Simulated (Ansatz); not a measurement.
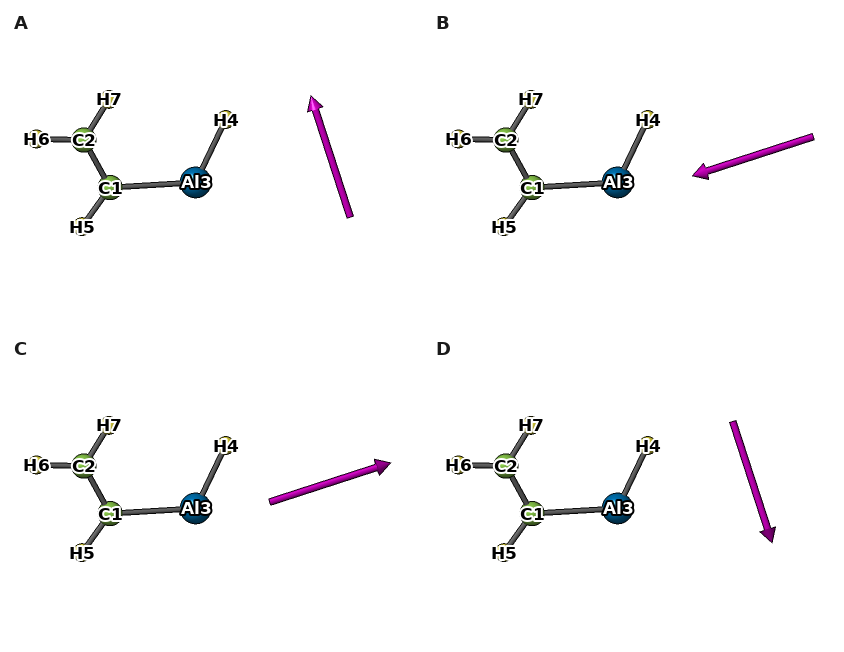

The same molecule four times, each with an arrow. The species is neutral and a spin doublet. The computed structure is the end point of a PBE0-D4/def2-TZVP optimisation. No frequency run is at hand to confirm it as a minimum. Level of theory: UKS PBE0-D4/def2-TZVP (Ansatz 0.2.0).

> Which arrow points along the dipole moment, from the negative to the positive end?

B. The dipole moment is 0.79 D; it points from the side of H4 to the side of H6 (the outermost atoms at the two ends).
